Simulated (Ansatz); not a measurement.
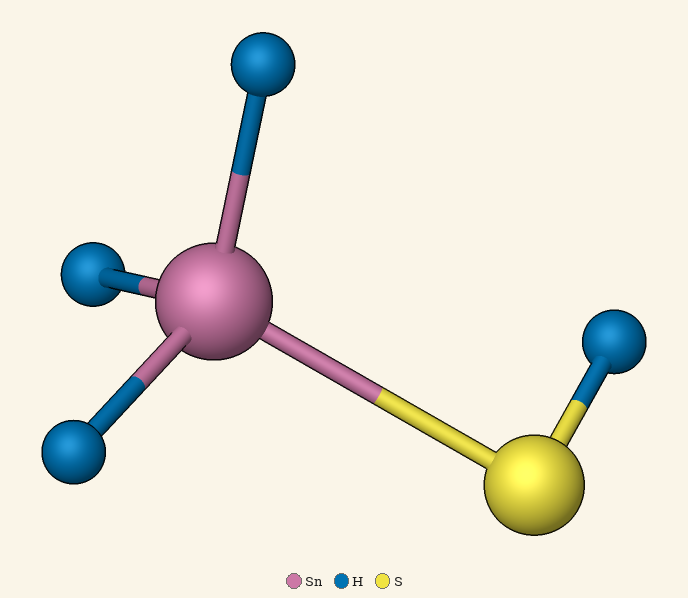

Harmonic vibrations computed with RKS PBE0-D4/def2-TZVP, core potentials on Sn (Ansatz 0.2.0) at a stationary point of the same level.

Question: How many imaginary frequencies does it have?

Answer: A minimum: no imaginary frequency, and the lowest mode lies at 113 cm⁻¹.

Question: List the wavenumbers.

Answer: 12 modes: 113, 356, 429, 468, 689, 710, 713, 732, 1949, 1950, 1973, 2714 cm⁻¹.
